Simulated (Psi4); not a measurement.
# BHBr (SMILES [BH]Br) at U-r2SCAN/def2-SVP (sweep point 2)

What is the vertical doublet–quartet gap of BHBr at U-r2SCAN/def2-SVP (sweep point 2)? 

The results are computed with Psi4 1.11.

## Step 1: Starting point

BHBr has 3 atoms, charge 0, and is taken as a doublet. SMILES: `[BH]Br`. The coordinates come from a PBE0-D4/def2-TZVP relaxation.

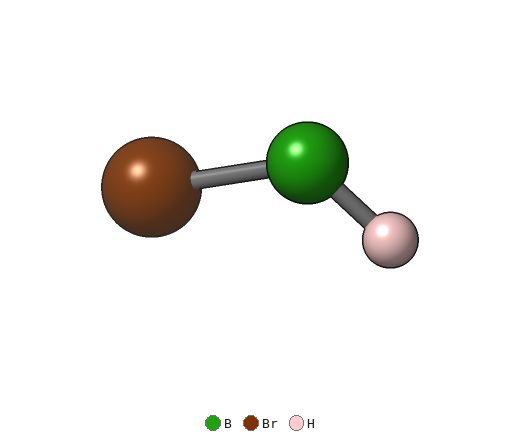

The structure, seen from a chosen angle (boron green, bromine brown, hydrogen pink).

## Step 2: The energy at U-r2SCAN/def2-SVP (sweep point 2)

bbrh.dat reads:

```
memory 1.6 GB

molecule {
  0 2
  B     -0.17857912    -0.98832676    -0.21864131
  Br     2.23176655     1.06429375     1.34132760
  H     -2.07378545    -0.19842124    -1.14763068
  units bohr
  symmetry c1
}

set basis def2-SVP
set reference uks
set puream true
set scf_type pk
set dft_radial_points 99
set dft_spherical_points 590
set maxiter 150

e = energy("r2scan")
```

Launch:

```sh
$ psi4 bbrh.dat bbrh.out -n 1
```

bbrh.out (excerpt; [...] marks lines left out):

```text
[...]
  Running in c1 symmetry.
[...]
  Nuclear repulsion =   58.623728489698934
[...]
  Multiplicity = 2
[...]
  Nalpha       = 21
  Nbeta        = 20
[...]
    Number of basis functions: 51
[...]
   @UKS iter   1: -2598.89011124218632   -1.31069e+00   2.67805e-02 ADIIS/DIIS
[...]
   @UKS iter   9: -2599.18840475125717   -1.30690e-08   7.06055e-07 DIIS
[...]
   @S^2 Observed:                7.536349201E-01
[...]
    Orbital Energies [Eh]
    ---------------------
    Alpha Occupied:
       1A   -482.183551     2A    -62.293896     3A    -56.089630
       4A    -56.088371     5A    -56.087607     6A     -8.652684
       7A     -6.718935     8A     -6.458234     9A     -6.453067
      10A     -6.449735    11A     -2.557055    12A     -2.555791
      13A     -2.553484    14A     -2.549511    15A     -2.549265
      16A     -0.774098    17A     -0.474286    18A     -0.374828
      19A     -0.318505    20A     -0.312864    21A     -0.191988
    Alpha Virtual:
      22A     -0.108056    23A      0.058170    24A      0.143825
      25A      0.156046    26A      0.238266    27A      0.273101
[...]
  @UKS Final Energy: -2599.18840475125717
   => Energetics <=
    Nuclear Repulsion Energy =             58.6237284896989337
    One-Electron Energy =               -3731.3668725598254241
    Two-Electron Energy =                1169.2514564407942999
    DFT Exchange-Correlation Energy =     -95.6967171219250332
    Empirical Dispersion Energy =           0.0000000000000000
    VV10 Nonlocal Energy =                  0.0000000000000000
    Total Energy =                      -2599.1884047512571669
[...]
 Multipole Moments:
 ------------------------------------------------------------------------------------
     Multipole            Electronic (a.u.)      Nuclear  (a.u.)        Total (a.u.)
 ------------------------------------------------------------------------------------
 L = 1.  Multiply by 2.5417464519 to convert [e a0] to [Debye]
 Dipole X            :          2.7466314           -2.8160972           -0.0694658
 Dipole Y            :          0.9621767           -0.7678435            0.1943332
 Dipole Z            :         -0.0000000            0.0000000           -0.0000000
 Magnitude           :                                                    0.2063756
[...]
```

Wall time 7.2 s (1 thread of Intel Xeon 6975P-C (Granite Rapids), shared host); peak memory 0.7 GiB.

## Step 3: The quartet at the same level

calc.in reads:

```
memory 1600 MB

molecule geom {
  0 4
  B     -0.17857912    -0.98832676    -0.21864131
  Br     2.23176655     1.06429375     1.34132760
  H     -2.07378545    -0.19842124    -1.14763068
  units bohr
  symmetry c1
}

set globals {
  basis                def2-SVP
  reference            uks
  puream               true
  scf_type             pk
  dft_radial_points    99
  dft_spherical_points 590
  maxiter              150
}

energy('r2scan')
print_variables()
```

Launch:

```sh
$ psi4 calc.in calc.out -n 1
```

calc.out (excerpt; [...] marks lines left out):

```text
[...]
  Running in c1 symmetry.
[...]
  Nuclear repulsion =   58.623728489698934
[...]
  Multiplicity = 4
[...]
  Nalpha       = 22
  Nbeta        = 19
[...]
    Number of basis functions: 51
[...]
   @UKS iter   1: -2598.68459996720458   -1.10518e+00   2.57680e-02 DIIS/ADIIS
[...]
   @UKS iter  12: -2599.00804193624754   -4.84351e-09   3.26831e-07 DIIS
[...]
   @S^2 Observed:                3.754773444E+00
[...]
    Orbital Energies [Eh]
    ---------------------
    Alpha Occupied:
       1A   -482.251486     2A    -62.359740     3A    -56.158700
       4A    -56.154218     5A    -56.152712     6A     -8.719207
       7A     -6.653389     8A     -6.530569     9A     -6.518584
      10A     -6.512215    11A     -2.628214    12A     -2.626418
      13A     -2.621515    14A     -2.612500    15A     -2.612161
      16A     -0.833888    17A     -0.498605    18A     -0.401048
      19A     -0.382715    20A     -0.357574    21A     -0.180320
      22A     -0.131898
    Alpha Virtual:
      23A      0.038146    24A      0.136408    25A      0.140359
[...]
  @UKS Final Energy: -2599.00804193624754
   => Energetics <=
    Nuclear Repulsion Energy =             58.6237284896989337
    One-Electron Energy =               -3729.2649696275580027
    Two-Electron Energy =                1167.3196331995409309
    DFT Exchange-Correlation Energy =     -95.6864339979292566
    Empirical Dispersion Energy =           0.0000000000000000
    VV10 Nonlocal Energy =                  0.0000000000000000
    Total Energy =                      -2599.0080419362475368
[...]
 Multipole Moments:
 ------------------------------------------------------------------------------------
     Multipole            Electronic (a.u.)      Nuclear  (a.u.)        Total (a.u.)
 ------------------------------------------------------------------------------------
 L = 1.  Multiply by 2.5417464519 to convert [e a0] to [Debye]
 Dipole X            :          3.4442038           -2.8160972            0.6281066
 Dipole Y            :          1.5686944           -0.7678435            0.8008509
 Dipole Z            :          0.0000000            0.0000000            0.0000000
 Magnitude           :                                                    1.0177819
[...]
```

Wall time 8.1 s (1 thread of Intel Xeon 6975P-C (Granite Rapids), shared host); peak memory 0.71 GiB.

## Step 4: Results

Level: U-r2SCAN/def2-SVP (sweep point 2).

| quantity | value |
| --- | --- |
| doublet: total energy | -2599.18840 Eh |
| doublet: dipole moment | 0.52 D |
| doublet: HOMO energy (highest over α and β) | -5.22 eV |
| doublet: LUMO energy (lowest over α and β) | -2.94 eV |
| doublet: ⟨S²⟩ | 0.754 |
| quartet: total energy | -2599.00804 Eh |
| quartet: dipole moment | 2.59 D |
| quartet: HOMO energy (highest over α and β) | -3.59 eV |
| quartet: ⟨S²⟩ | 3.755 |
| vertical energy of the quartet above the doublet | 4.908 eV |

What this shows: At this shape the quartet lies 4.91 eV (113 kcal/mol) above the doublet.
